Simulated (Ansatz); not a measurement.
**A hypothetical structure for HfTc3**

Starting from a made-up structure for HfTc3, the aim is the relaxed cell, its shortest contacts and, where a second run follows, its electronic structure.

Program: Ansatz 0.2.0. Level of theory: DFT, r2SCAN, plane-wave PAW, files of the set soft_1, scalar-relativistic, no spin, cell and ions relaxed at zero pressure; PAW set ansatz+soft_1. Results are calculated unless marked as measured.

### 1. Starting point

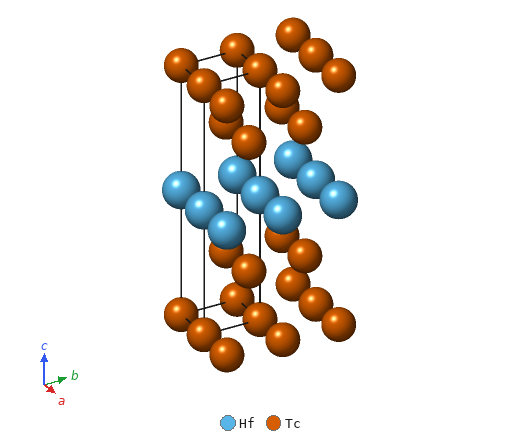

The starting structure, seen slightly off an axis (hafnium blue, technetium orange). 2×2×1 cells are drawn. Some periodic images of atoms are drawn too.

### 2. Relaxing cell and atoms

The guess takes its coordinates from another compound and its volume from a rule, so the cell and any free coordinates are relaxed together.

Input file input.yaml:

```yaml
crystal:
  lattice:
    - [2.865, 0.0, 0.0]
    - [-1.4325, 2.481162782, 0.0]
    - [0.0, 0.0, 9.124]
  atoms:
    - { symbol: Hf, position: [0.0, 0.0, 0.5] }
    - { symbol: Tc, position: [0.333333333, 0.666666667, 0.2417] }
    - { symbol: Tc, position: [0.333333333, 0.666666667, 0.7583] }
    - { symbol: Tc, position: [0.0, 0.0, 0.0] }
kpoints:
  mp_grid: { grid: [11, 11, 3] }
scf:
  occupations: { method: fermi_dirac, width: 0.05 }
hamiltonian:
  xc: r2scan
  pseudopotentials: { kind: paw, azcp: { Hf: "soft_1/Hf.paw.azcp" } }
relax:
  f_tol: 0.015
  max_steps: 70
  cell: {}
output:
  forces: true
  stress: true
```

Started as:

```
$ ansatz run input.yaml --threads 4 --pin off --max-ram 8192MiB --backend cpu --events-out ev --progress --plain --runs-dir out
```

Numbers of over 12 decimals in the logs are rounded to 6 here.

Log:

```text
Engine: ansatz 0.2.0, aarch64-unknown-linux-gnu
Pseudopotentials: kind: paw
Pseudopotential: Hf, paw, valence charge 26, recommended cutoff 500 eV (meta_gga), soft_1/Hf.paw.azcp
Pseudopotential: Tc, paw, valence charge 15, recommended cutoff 500 eV (normal), Tc.paw.azcp
Functional definition: r2SCAN
  parameter k0 = 0.174
  parameter k1 = 0.065
  parameter a1 = 4.9479
  exchange = r2scan_x(k0 = k0, k1 = k1, a1 = a1)
  correlation = r2scan_c
Crystal: 4 atoms, lattice volume = 64.858 Å³
Basis set: ecut = 500 eV, 1641 PW (Γ), exchange–correlation on 96×96×288 points (64 copies of the dense FFT grid, shifted against one another)
Bands: 43, of which v1, the nominal top of the filled ones, is band 36 counted from 1 (35 counted from 0)
Symmetry: 12 space group operations
Space group: P-6m2 (ITA 187), of the structure as read, at distance tolerance 4.0e-5 Å
k-points: 32 of 363 (time reversal used)
Non-local potential: Hf, projectors of the file, l = 0: 3, l = 1: 2, l = 2: 2, l = 3: 3
Non-local potential: Tc, projectors of the file, l = 0: 3, l = 1: 3, l = 2: 2, l = 3: 2
PAW form: soft (Blöchl's): semilocal exchange-correlation on the pseudo side does not see the compensation charge
PAW frozen core: Hf, regenerated for the run's functional (the file was generated under x = pbe(κ = 0.804, μ = 0.219515), c = pbe(β = 0.066725))
PAW frozen core: Tc, regenerated for the run's functional (the file was generated under x = pbe(κ = 0.804, μ = 0.219515), c = pbe(β = 0.066725))
PAW one-centre angular grid: Hf, 974 points (default); XC on 224 Gauss nodes
PAW one-centre angular grid: Tc, 590 points (default); XC on 160 Gauss nodes
Initial density: superposition of atomic densities (chi_scale 0.1, normalization cell, long waves 10 % of neutral atoms (reshape's long-wave potential 1.10 eV rms, cloud 3.22 Å wide))
Initial wavefunctions: pseudopotential atomic-orbital guess
Functional: x = r2scan, c = r2scan; τ floored in thin density (d = 2e-4 eV/Å³)
SCF iter   1: F=—  HF=-31989.552076 eV  |F-HF|=—  |Δ(HF+E_count)|=         —  Δρ=2.86e-1  dr2=5.96e2  dr2_τ=1.11e1  ethr=3.10e-3  ⟨swp⟩=5.9  Hψ=4568  notcnv=0  defer=3
preconditioner: auto → Kerker (q_TF=auto, 2.770 Å⁻¹)  [metal: Δε(μ)=0.006 eV  Ē_g=11.258 eV  σ=0.050 eV  W_gap=0.03  n_scr=26 (ndim 8)  ℏωp=28.8 eV  f_vac=0.000  D(μ)=4.23/eV (n_scr^D=50)]
SCF iter   2: F=—  HF=-31962.471839 eV  |F-HF|=—  |Δ(HF+E_count)|=    2.71e1  Δρ=9.98e-2  dr2=1.33e1  dr2_τ=1.52e1  ethr=3.10e-3  ⟨swp⟩=4.0  Hψ=3934  notcnv=0  defer=18
SCF iter   3: F=—  HF=-31962.860177 eV  |F-HF|=—  |Δ(HF+E_count)|=   3.88e-1  Δρ=7.77e-2  dr2=3.45e1  dr2_τ=3.57e0  ethr=3.10e-3  ⟨swp⟩=3.1  Hψ=3725  notcnv=0  defer=24
SCF iter   4: F=—  HF=-31961.956983 eV  |F-HF|=—  |Δ(HF+E_count)|=   9.03e-1  Δρ=3.10e-2  dr2=1.58e0  dr2_τ=1.87e-1  ethr=3.10e-3  ⟨swp⟩=2.7  Hψ=2157  notcnv=0  defer=18
SCF iter   5: F=—  HF=-31961.948129 eV  |F-HF|=—  |Δ(HF+E_count)|=   8.85e-3  Δρ=2.96e-2  dr2=1.78e0  dr2_τ=3.37e-1  ethr=2.23e-3  ⟨swp⟩=2.3  Hψ=2666  notcnv=0  defer=18
SCF iter   6: F=—  HF=-31961.800507 eV  |F-HF|=—  |Δ(HF+E_count)|=   1.48e-1  Δρ=8.91e-3  dr2=1.10e-1  dr2_τ=9.01e-3  ethr=2.23e-3  ⟨swp⟩=2.1  Hψ=2235  notcnv=0  defer=19
SCF iter   7: F=—  HF=-31961.788916 eV  |F-HF|=—  |Δ(HF+E_count)|=   1.16e-2  Δρ=4.77e-3  dr2=3.30e-2  dr2_τ=5.29e-3  ethr=1.55e-4  ⟨swp⟩=2.1  Hψ=2488  notcnv=0  defer=20
SCF iter   8: F=—  HF=-31961.788651 eV  |F-HF|=—  |Δ(HF+E_count)|=   2.65e-4  Δρ=1.63e-3  dr2=3.38e-3  dr2_τ=1.03e-4  ethr=4.64e-5  ⟨swp⟩=1.1  Hψ=1383  notcnv=0  defer=20
SCF iter   9: F=—  HF=-31961.788482 eV  |F-HF|=—  |Δ(HF+E_count)|=   1.69e-4  Δρ=4.28e-4  dr2=2.98e-4  dr2_τ=8.54e-6  ethr=4.76e-6  ⟨swp⟩=2.1  Hψ=2051  notcnv=0  defer=20
SCF iter  10: F=—  HF=-31961.788494 eV  |F-HF|=—  |Δ(HF+E_count)|=   1.11e-5  Δρ=1.27e-4  dr2=1.13e-5  dr2_τ=1.42e-6  ethr=4.20e-7  ⟨swp⟩=2.4  Hψ=2238  notcnv=0  defer=20
SCF iter  11: F=—  HF=-31961.788505 eV  |F-HF|=—  |Δ(HF+E_count)|=   1.14e-5  Δρ=3.39e-5  dr2=2.68e-6  dr2_τ=3.18e-7  ethr=1.60e-8  ⟨swp⟩=2.0  Hψ=2161  notcnv=0  defer=20
SCF iter  12: F=—  HF=-31961.788505 eV  |F-HF|=—  |Δ(HF+E_count)|=   2.15e-7  Δρ=1.88e-5  dr2=8.28e-7  dr2_τ=8.23e-8  ethr=3.78e-9  ⟨swp⟩=2.2  Hψ=1836  notcnv=0  defer=20
SCF iter  13: F=—  HF=-31961.788505 eV  |F-HF|=—  |Δ(HF+E_count)|=   1.37e-8  Δρ=9.54e-6  dr2=1.58e-7  dr2_τ=3.56e-8  ethr=1.17e-9  ⟨swp⟩=2.0  Hψ=1764  notcnv=0  defer=20
SCF iter  14: F=-31961.788505 eV  HF=-31961.788505 eV  |F-HF|=2.40e-8  |Δ(HF+E_count)|=   1.70e-8  Δρ=3.95e-6  dr2=2.61e-8  dr2_τ=2.65e-10  ethr=1.41e-10  ⟨swp⟩=4.0  Hψ=4424  notcnv=0
SCF 1 converged in 14 iterations: F = -31961.788505 eV  dr2 = 2.61e-8
  greatest PAW one-centre occupation: 0.998 electrons in one spin orbital (limit 2), on the Hf atom at site 0 (counted from 0), in its partial waves of l = 3
relax step   1: F+E_penalty+E_count = -31961.78850511 eV  Δ(F+E_penalty+E_count) = +0.000e0 eV  max|allowed force component| = 1.475e0 eV/Å  Δτ_max = 0.0000 Å  P = -7.229 GPa  Ω = 64.858 Å³  (14 SCF iters, dr2 threshold 1.00e-7 eV, accepted)
Crystal: 4 atoms, lattice volume = 61.039 Å³
Basis set: ecut = 500 eV, 1531 PW (Γ), exchange–correlation on 96×96×288 points (64 copies of the dense FFT grid, shifted against one another)
Initial density: handed on by an earlier stage of this run
Initial wavefunctions: those handed on with the density
iter 1 solved again at ethr=7.80e-4 eV; its pass at ethr=3.10e-3 eV (dr2=5.54e-1 eV) is discarded
SCF iter   1: F=—  HF=-31961.466252 eV  |F-HF|=—  |Δ(HF+E_count)|=         —  Δρ=2.75e-2  dr2=5.52e-1  dr2_τ=2.04e1  ethr=7.80e-4  ⟨swp⟩=1.5  Hψ=6815  notcnv=0
preconditioner: auto → Kerker (q_TF=auto, 2.798 Å⁻¹)  [metal: Δε(μ)=0.026 eV  Ē_g=8.252 eV  σ=0.050 eV  W_gap=0.13  n_scr=24 (ndim 8)  ℏωp=29.7 eV  f_vac=0.000  D(μ)=4.69/eV (n_scr^D=52)]
SCF iter   2: F=—  HF=-31961.812990 eV  |F-HF|=—  |Δ(HF+E_count)|=   3.47e-1  Δρ=1.71e-2  dr2=2.50e-1  dr2_τ=8.25e-2  ethr=7.78e-4  ⟨swp⟩=2.3  Hψ=2766  notcnv=0
SCF iter   3: F=—  HF=-31961.794753 eV  |F-HF|=—  |Δ(HF+E_count)|=   1.82e-2  Δρ=8.71e-3  dr2=3.22e-2  dr2_τ=1.04e-2  ethr=3.52e-4  ⟨swp⟩=2.0  Hψ=1757  notcnv=0  defer=21
SCF iter   4: F=—  HF=-31961.793340 eV  |F-HF|=—  |Δ(HF+E_count)|=   1.41e-3  Δρ=4.41e-3  dr2=8.27e-3  dr2_τ=1.23e-3  ethr=4.54e-5  ⟨swp⟩=2.0  Hψ=2584  notcnv=0  defer=22
SCF iter   5: F=—  HF=-31961.794934 eV  |F-HF|=—  |Δ(HF+E_count)|=   1.59e-3  Δρ=1.15e-3  dr2=9.51e-4  dr2_τ=1.02e-4  ethr=1.17e-5  ⟨swp⟩=2.2  Hψ=2459  notcnv=0  defer=22
[...]
SCF iter   3: F=—  HF=-31962.035024 eV  |F-HF|=—  |Δ(HF+E_count)|=   1.17e-2  Δρ=6.21e-3  dr2=9.31e-2  dr2_τ=2.31e-2  ethr=2.57e-4  ⟨swp⟩=2.1  Hψ=2372  notcnv=0  defer=1
SCF iter   4: F=—  HF=-31962.032100 eV  |F-HF|=—  |Δ(HF+E_count)|=   2.92e-3  Δρ=2.85e-3  dr2=1.76e-2  dr2_τ=9.77e-4  ethr=1.31e-4  ⟨swp⟩=1.3  Hψ=1447  notcnv=0  defer=1
SCF iter   5: F=—  HF=-31962.032120 eV  |F-HF|=—  |Δ(HF+E_count)|=   1.98e-5  Δρ=8.23e-4  dr2=3.67e-4  dr2_τ=3.09e-5  ethr=2.48e-5  ⟨swp⟩=2.2  Hψ=2339  notcnv=0  defer=1
SCF iter   6: F=—  HF=-31962.032266 eV  |F-HF|=—  |Δ(HF+E_count)|=   1.46e-4  Δρ=3.44e-4  dr2=2.52e-4  dr2_τ=1.56e-5  ethr=5.16e-7  ⟨swp⟩=2.1  Hψ=2435  notcnv=0  defer=1
SCF iter   7: F=—  HF=-31962.032210 eV  |F-HF|=—  |Δ(HF+E_count)|=   5.62e-5  Δρ=1.76e-4  dr2=6.50e-5  dr2_τ=5.01e-6  ethr=3.55e-7  ⟨swp⟩=2.0  Hψ=2046  notcnv=0  defer=1
SCF iter   8: F=—  HF=-31962.032203 eV  |F-HF|=—  |Δ(HF+E_count)|=   6.60e-6  Δρ=6.66e-5  dr2=2.75e-6  dr2_τ=3.00e-7  ethr=9.16e-8  ⟨swp⟩=2.1  Hψ=2157  notcnv=0  defer=1
SCF iter   9: F=—  HF=-31962.032205 eV  |F-HF|=—  |Δ(HF+E_count)|=   1.66e-6  Δρ=1.92e-5  dr2=7.37e-7  dr2_τ=2.75e-8  ethr=3.88e-9  ⟨swp⟩=2.6  Hψ=2578  notcnv=0  defer=1
SCF iter  10: F=-31962.032205 eV  HF=-31962.032205 eV  |F-HF|=1.03e-7  |Δ(HF+E_count)|=   3.43e-8  Δρ=1.06e-5  dr2=1.22e-7  dr2_τ=2.55e-8  ethr=5.63e-10  ⟨swp⟩=5.0  Hψ=5772  notcnv=0
SCF 3 converged in 10 iterations: F = -31962.032205 eV  dr2 = 1.22e-7
relax step   3: F+E_penalty+E_count = -31962.03220491 eV  Δ(F+E_penalty+E_count) = -2.375e-1 eV  max|allowed force component| = 1.103e-1 eV/Å  Δτ_max = 0.0982 Å  P = -3.668 GPa  Ω = 64.322 Å³  energy of the carried Pulay correction = +2.048e-4 eV  (10 SCF iters, dr2 threshold 4.00e-7 eV, accepted)
[...]
relax step   4: F+E_penalty+E_count = -31962.02579221 eV  Δ(F+E_penalty+E_count) = +6.413e-3 eV  max|allowed force component| = 3.817e-1 eV/Å  Δτ_max = 0.0341 Å  P = +3.260 GPa  Ω = 62.414 Å³  energy of the carried Pulay correction = +9.473e-4 eV  (9 SCF iters, dr2 threshold 4.00e-7 eV, rejected (line search))
[...]
relax step   5: F+E_penalty+E_count = -31962.04640371 eV  Δ(F+E_penalty+E_count) = -1.420e-2 eV  max|allowed force component| = 3.704e-3 eV/Å  Δτ_max = 0.0010 Å  P = -0.423 GPa  Ω = 63.487 Å³  energy of the carried Pulay correction = +5.270e-4 eV  (14 SCF iters, accepted)
[...]
relax step   6: F+E_penalty+E_count = -31962.04664659 eV  Δ(F+E_penalty+E_count) = -2.429e-4 eV  max|allowed force component| = 1.586e-3 eV/Å  Δτ_max = 0.0009 Å  P = -0.005 GPa  Ω = 63.382 Å³  energy of the carried Pulay correction = +5.677e-4 eV  (6 SCF iters, dr2 threshold 4.00e-7 eV, accepted)
Basis set: ecut = 500 eV, 1591 PW (Γ), exchange–correlation on 96×96×256 points (64 copies of the dense FFT grid, shifted against one another)
Initial wavefunctions: pseudopotential atomic-orbital guess (no wavefunctions were taken with the density)
iter 1 solved again at ethr=5.28e-8 eV; its pass at ethr=3.10e-3 eV (dr2=3.75e-5 eV) is discarded
SCF iter   1: F=—  HF=-31962.046210 eV  |F-HF|=—  |Δ(HF+E_count)|=         —  Δρ=1.20e-4  dr2=9.83e-7  dr2_τ=7.64e-6  ethr=5.28e-8  ⟨swp⟩=3.7  Hψ=8466  notcnv=0
preconditioner: auto → Kerker (q_TF=auto, 2.780 Å⁻¹)  [metal: Δε(μ)=0.014 eV  Ē_g=7.940 eV  σ=0.050 eV  W_gap=0.07  n_scr=24 (ndim 8)  ℏωp=29.1 eV  f_vac=0.000  D(μ)=3.54/eV (n_scr^D=38)]
SCF iter   2: F=—  HF=-31962.046210 eV  |F-HF|=—  |Δ(HF+E_count)|=   6.59e-7  Δρ=6.40e-5  dr2=3.12e-7  dr2_τ=3.73e-7  ethr=1.38e-9  ⟨swp⟩=2.1  Hψ=2458  notcnv=0
SCF iter   3: F=—  HF=-31962.046211 eV  |F-HF|=—  |Δ(HF+E_count)|=   4.14e-7  Δρ=5.62e-6  dr2=2.18e-8  dr2_τ=9.84e-9  ethr=4.40e-10  ⟨swp⟩=2.0  Hψ=2310  notcnv=0
SCF iter   4: F=—  HF=-31962.046211 eV  |F-HF|=—  |Δ(HF+E_count)|=  4.62e-10  Δρ=3.54e-6  dr2=1.62e-8  dr2_τ=3.54e-9  ethr=3.07e-11  ⟨swp⟩=2.0  Hψ=2068  notcnv=0
SCF iter   5: F=—  HF=-31962.046211 eV  |F-HF|=—  |Δ(HF+E_count)|=  2.73e-10  Δρ=1.61e-6  dr2=2.56e-9  dr2_τ=1.26e-10  ethr=2.29e-11  ⟨swp⟩=1.0  Hψ=1378  notcnv=0
SCF iter   6: F=—  HF=-31962.046211 eV  |F-HF|=—  |Δ(HF+E_count)|=  1.56e-10  Δρ=1.10e-6  dr2=1.91e-9  dr2_τ=1.85e-10  ethr=3.61e-12  ⟨swp⟩=2.0  Hψ=2409  notcnv=0
SCF iter   7: F=—  HF=-31962.046211 eV  |F-HF|=—  |Δ(HF+E_count)|=    0.00e0  Δρ=2.38e-7  dr2=4.51e-11  dr2_τ=6.51e-12  ethr=2.69e-12  ⟨swp⟩=2.5  Hψ=1926  notcnv=0
SCF iter   8: F=-31962.046211 eV  HF=-31962.046211 eV  |F-HF|=0.00e0  |Δ(HF+E_count)|=  1.46e-11  Δρ=8.09e-8  dr2=1.02e-11  dr2_τ=1.97e-12  ethr=1.00e-12  ⟨swp⟩=4.6  Hψ=5157  notcnv=0
SCF 7 converged in 8 iterations: F = -31962.046211 eV  dr2 = 1.02e-11
relax step   7: F+E_penalty+E_count = -31962.04621061 eV  Δ(F+E_penalty+E_count) = +4.360e-4 eV  max|allowed force component| = 1.381e-3 eV/Å  Δτ_max = 0.0000 Å  P = -0.004 GPa  Ω = 63.382 Å³  stress off target by 2.02e-2 GPa  SCF on the basis re-selected at this cell (its energy is not comparable with the rows above)  (8 SCF iters)
basis re-selected at this cell: Δ(F+E_penalty+E_count) = +4.360e-4 eV, ΔP = +0.002 GPa vs the last step (what re-selecting the basis moved, of the pressure what is left beyond the Pulay correction that the steps carried, after the strain that the cell walked since its last selection, with what the two solves' SCF thresholds leave and, on support functions, any second-order correction that the steps lacked; it is no measure of the basis error at this ecutwfc). The dense FFT grid was sized anew with the basis: this SCF ran on 24×24×64 points, the steps before it on 24×24×72, so part of this shift can come from that change (see relax.cell in the input reference). [rest of the remark cut]
SCF converged after 8 iterations
Free energy (F): -31962.046211 eV
Harris-Foulkes:  -31962.046211 eV  (|F-HF|=0.00e0)
Internal energy: -31962.017271 eV  (E = F + TS)
E sigma→0 (E₀):  -31962.031741 eV
Entropy (-TS):   -0.028940 eV (-7.235 meV/atom)
Fermi energy:    21.435229 eV
--- Per-component energies (eV) ---
  E_band       = -150.405132
  E_kinetic    = 2285.225509
  E_local      = -10273.666348  (includes V_loc(G=0)·N_el)
  E_nonlocal   = 908.946695
  E_hartree    = 4274.375071
  E_xc         = -956.544123
  E_vxc        = -1279.175396  (∫ρ·V_xc dr)
  E_paw        = -17604.839367  (= ΣΔE_a)
  E_vpaw       = -422.362041  (= ΣTr[D̂ρ^β])
  E_aug_tail   = 0.000009  (compensation charges beyond the density's cutoff)
  E_vtau       = 81.876260  (kinetic-family band-sum trace: ∫τ·v_τ [+ j·A + Jᵃ·Aᵃ] dr)
  E_ewald      = -10595.105646
  E_core_change = -0.409071  (= ΣΔE_core)
  E_smearing   = -0.028940  (= −TS)
  E_closure    = -0.000000  (closes the sum)
  Σ components = -31962.046211   (vs F -31962.046211, Δ=0.00e0)
--- Forces (eV/Å), atoms counted from 1 ---
  atom   1  Hf     0.00000000     0.00000000    -0.00000000
  atom   2  Tc     0.00000000     0.00000000     0.00138068
  atom   3  Tc    -0.00000000     0.00000000    -0.00138068
  atom   4  Tc    -0.00000000     0.00000000    -0.00000000
  max |Σ_I F_I| component: 1.64e-16 eV/Å
--- Stress (GPa, compression-positive) ---
        0.004276      -0.000000      -0.000000
        0.000000       0.004276      -0.000000
       -0.000000      -0.000000      -0.020190
  P = ⅓ Tr σ = -0.0039 GPa (-0.039 kbar)
--- Relaxed structure (6 steps of the walk, 5 accepted, 1 SCFs on fresh bases) ---
  F+E_penalty+E_count = -31962.04621061 eV   max|allowed force component| = 1.381e-3 eV/Å   (the final SCF, on the basis selected at the relaxed cell)
  cell:  # Å, volume = 63.3824 Å³
    - [2.890372, 0.0, 0.0]
    - [-1.445186, 2.503135, 0.0]
    - [0.0, 0.0, 8.760536]
  atoms:
    - { symbol: Hf, position: [1.8503717085702407e-17, -2.775557561562891e-17, 0.5] }
    - { symbol: Tc, position: [0.333333, 0.666667, 0.231285] }
    - { symbol: Tc, position: [0.333333, 0.666667, 0.768715] }
    - { symbol: Tc, position: [1.8503717085702404e-17, -2.775557561562892e-17, -7.605100727649308e-19] }
```

It took 42 s on 4 threads of Arm Neoverse V1, shared host; peak memory 0.58 GiB; 2.6 min of CPU time.

Step by step:

| step | energy less that of the first step (eV) | largest force component (eV/Å) | pressure (GPa) | volume (Å³) |
| --- | --- | --- | --- | --- |
| 1 | 0.0000 | 1.4752 | -7.23 | 64.86 |
| 2 | -0.0062 | 1.8686 | 13.21 | 61.04 |
| 3 | -0.2437 | 0.1103 | -3.67 | 64.32 |
| 4 | -0.2373 | 0.3817 | 3.26 | 62.41 |
| 5 | -0.2579 | 0.0037 | -0.42 | 63.49 |
| 6 | -0.2581 | 0.0016 | -0.01 | 63.38 |
| 7* | -0.2577 | 0.0014 | 0.00 | 63.38 |

Relaxation steps marked * repeat the geometry before them on a plane-wave basis chosen anew for their cell, so energy and pressure can jump there. Relaxation step 4 was tried and not accepted.

The run keeps the 12 symmetry operations that it works with, so distortions that break them were not tested.

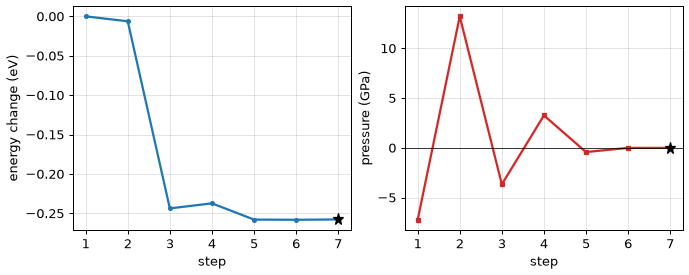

Energy and pressure along the relaxation. Stars mark steps on a basis chosen anew.

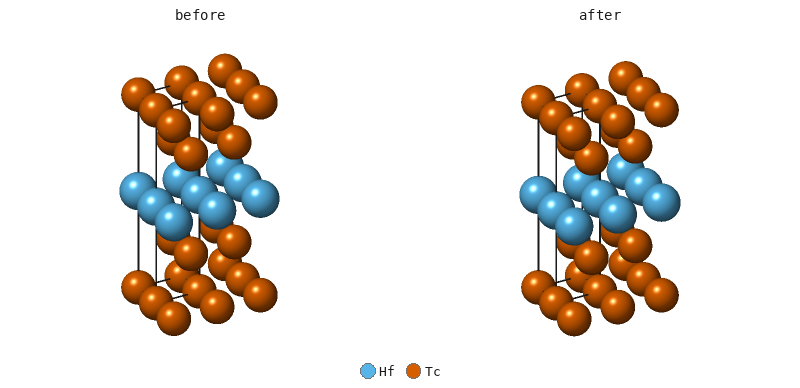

The structure before and after the relaxation, drawn at the same scale.

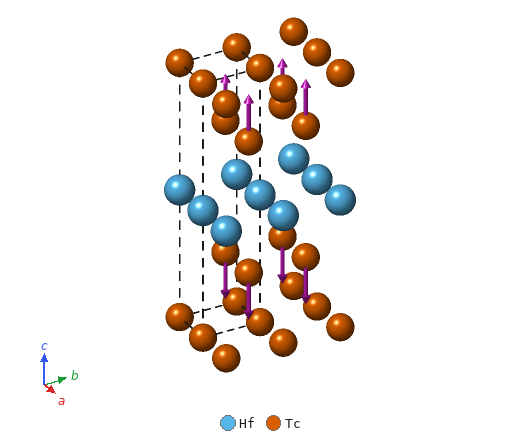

Displacements in the relaxation, exaggerated, measured against the changing cell; the longest in the cell stands for 0.09 Å. 2×2×1 cells are drawn. Some periodic images of atoms are drawn too.

| conventional cell, symmetrised | before | after | change |
| --- | --- | --- | --- |
| a (Å) | 2.865 | 2.890 | +0.9 % |
| b (Å) | 2.865 | 2.890 | +0.9 % |
| c (Å) | 9.124 | 8.761 | -4.0 % |
| volume (Å³/atom) | 16.21 | 15.85 | -2.3 % |

The atoms that moved most (Å, as changes of fractional coordinates times the final cell):

| atom | dx | dy | dz | length |
| --- | --- | --- | --- | --- |
| Tc3 | 0.000 | 0.000 | 0.091 | 0.091 |
| Tc2 | 0.000 | 0.000 | -0.091 | 0.091 |

The relaxed structure:

```
Hf Tc
1.0
     2.89037    0.00000    0.00000
    -1.44519    2.50314    0.00000
     0.00000    0.00000    8.76054
Hf Tc
1 3
Direct
  0.00000 0.00000 0.50000
  0.33333 0.66667 0.23128
  0.33333 0.66667 0.76872
  0.00000 0.00000 0.00000
```

Numbers from this step:

* free energy: -31962.0462 eV
* energy at zero smearing: -31962.0317 eV
* smearing term TS: 0.02894 eV
* Fermi energy: 21.44 eV
* electrons: 71
* symmetry operations: 12
* pressure: -0.003879 GPa

Shortest distances by pair of elements, guess and relaxed (not always the same contact):

| pair | guess (Å) | relaxed (Å) |
| --- | --- | --- |
| Tc–Tc | 2.757 | 2.625 |
| Hf–Tc | 2.879 | 2.886 |
| Hf–Hf | 2.865 | 2.890 |

The relaxation ends with a largest force component of 0.0014 eV/Å and a pressure of 0.00 GPa.

### 3. What came out

* space group, relaxed: P-6m2
* conventional cell: a = 2.890, b = 2.890, c = 8.761 Å; α = 90.0°, β = 90.0°, γ = 120.0°
* volume per atom: 15.85 Å³ (guess 16.21)

In words: HfTc3 relaxes to P-6m2 with a = 2.890, b = 2.890 and c = 8.761 Å. The guessed volume was 2 % too large. The space group P-6m2 was held in the relaxation, so the end point is a stationary structure within it and may be a saddle against distortions or other arrangements. Mesh and cutoff weren't tested. Spin-orbit coupling is left out, which can matter for elements this heavy. No dispersion term is used, so weakly bound directions may come out too long. Nothing here tests whether the compound is stable against decomposition.

[Logs are printed without paths, hosts, clocks, repeated set-up lines and the standing remarks that a program may print on its own settings, such as how far it seeks lower states.]

[Hosts, paths, dates, database ids (printed as entryN), source tags and the programs' standing remarks are cut or masked in the printed files.]
